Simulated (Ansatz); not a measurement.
**HfH4O4 (SMILES O[Hf](O)(O)O): BLYP/def2-SVP (core potential)**

Aim: the vertical singlet–triplet gap of HfH4O4 at BLYP/def2-SVP (core potential), from 2 runs. 

The calculation is run with Ansatz 0.2.0.

## Step 1: The molecule

HfH4O4: 9 atoms, total charge 0, spin state singlet. SMILES: `O[Hf](O)(O)O`. The shape is that of a PBE0-D4/def2-TZVP optimisation. This is one conformer, not always the lowest.

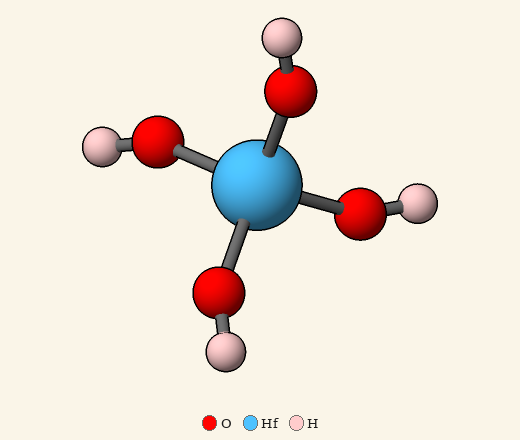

The structure, seen from a chosen angle (oxygen red, hafnium blue, hydrogen pink).

## Step 2: A single-point energy at BLYP/def2-SVP (core potential)

job.yaml

```yaml
basis:
  gaussian: {orbitals: def2-SVP}
crystal:
  periodic: [false, false, false]
  atoms:
    - {symbol: O, position_ang: [-0.465480, 0.093230, 1.875660]}
    - {symbol: Hf, position_ang: [-0.000030, -0.000030, -0.000040]}
    - {symbol: O, position_ang: [1.882280, 0.386640, -0.225910]}
    - {symbol: O, position_ang: [-0.373310, -1.778130, -0.665360]}
    - {symbol: O, position_ang: [-1.043620, 1.298150, -0.984570]}
    - {symbol: H, position_ang: [-0.650000, -0.255480, 2.740830]}
    - {symbol: H, position_ang: [2.637200, 0.928630, -0.427210]}
    - {symbol: H, position_ang: [-0.213580, -2.562040, -1.179310]}
    - {symbol: H, position_ang: [-1.773460, 1.889040, -1.134080]}
total_charge: 0
accuracy: high
output: {orbitals: {seedname: orbitals}}
hamiltonian: {xc: {name: BLYP}}
```

Launch:

```console
$ ansatz run job.yaml --threads 1 --pin off --max-ram 3480MiB --events-out events.jsonl --progress --plain --runs-dir runs
```

Standard output:

```text
Warning: RAYON_NUM_THREADS=1 ignored (pool sized by the plan → 1); use --threads N
Functional definition: BLYP
  name "BLYP"
  parameter beta = 0.0042
  parameter a = 0.04918
  parameter b = 0.132
  parameter c = 0.2533
  parameter d = 0.349
  exchange = b88_x(beta = beta)
  correlation = lyp_c(a = a, b = b, c = c, d = d)
2376 factors; integrals over basis functions are off by at most 8.5e-9 eV
mean field evaluation 1: about -9532.8726 eV, gradient 1.2e2 eV
mean field evaluation 2: about -9341.7047 eV, gradient 3.0e2 eV
mean field evaluation 4: about -9557.1235 eV, gradient 2.9e1 eV
mean field evaluation 8: about -9558.7505 eV, gradient 1.6e-1 eV
mean field evaluation 16: about -9558.7506 eV, gradient 1.5e-5 eV
mean field -9558.75057148 eV, -351.2776043481 hartree, gradient 6.0e-8 eV, S^2 0.000000; 0 other end points of the search recorded, 0 dependent functions left out
reference -9558.75063345 eV, -351.2776066256 hartree; 24, 24 occupied and 84, 84 virtual orbitals, 2376 factors
Total energy: -9558.75063345 eV, -351.2776066256 hartree
```

Wall time 9.3 s (1 thread of Intel Xeon Platinum 8375C at 2.90GHz (Ice Lake), shared host); peak memory 0.34 GiB.

## Step 3: The triplet at the same level

run.yaml

```yaml
crystal:
  periodic: [false, false, false]
  atoms:
    - {symbol: O, position_ang: [-0.465480, 0.093230, 1.875660]}
    - {symbol: Hf, position_ang: [-0.000030, -0.000030, -0.000040]}
    - {symbol: O, position_ang: [1.882280, 0.386640, -0.225910]}
    - {symbol: O, position_ang: [-0.373310, -1.778130, -0.665360]}
    - {symbol: O, position_ang: [-1.043620, 1.298150, -0.984570]}
    - {symbol: H, position_ang: [-0.650000, -0.255480, 2.740830]}
    - {symbol: H, position_ang: [2.637200, 0.928630, -0.427210]}
    - {symbol: H, position_ang: [-0.213580, -2.562040, -1.179310]}
    - {symbol: H, position_ang: [-1.773460, 1.889040, -1.134080]}
basis:
  gaussian: {orbitals: def2-SVP}
total_charge: 0
magnetization: {spin_polarized: true, initial_magnetization: 2}
hamiltonian: {xc: {name: BLYP}}
accuracy: high
output: {orbitals: {seedname: orbitals}}
```

Launch:

```console
$ ansatz run run.yaml --threads 1 --pin off --max-ram 3480MiB --events-out events.jsonl --progress --plain --runs-dir runs
```

Standard output, cut to the lines that bear on the results:

```text
Warning: RAYON_NUM_THREADS=1 ignored (pool sized by the plan → 1); use --threads N
[... 2 set-up lines as earlier in the session ...]
[...]
2376 factors; integrals over basis functions are off by at most 8.5e-9 eV
[...]
mean field -9552.63837461 eV, -351.0529852560 hartree, gradient 7.2e-8 eV, S^2 2.003500; 20 other end points of the search recorded, 0 dependent functions left out
reference -9552.63843251 eV, -351.0529873837 hartree; 25, 23 occupied and 83, 85 virtual orbitals, 2376 factors
Total energy: -9552.63843251 eV, -351.0529873837 hartree
```

It took 89 s on 1 thread of Intel Xeon Platinum 8375C at 2.90GHz (Ice Lake), shared host; peak memory 0.47 GiB.

## Step 4: Summary of results

Level: BLYP/def2-SVP (core potential).

| quantity | value |
| --- | --- |
| singlet: total energy | -351.27761 Eh |
| singlet: HOMO energy | -6.41 eV |
| singlet: LUMO energy | -0.50 eV |
| singlet: HOMO–LUMO gap | 5.91 eV |
| triplet: total energy | -351.05299 Eh |
| triplet: HOMO energy (highest over α and β) | -1.30 eV |
| triplet: ⟨S²⟩ | 2.003 |
| vertical energy of the triplet above the singlet | 6.112 eV |

In words: At this shape the triplet lies 6.11 eV (141 kcal/mol) above the singlet.
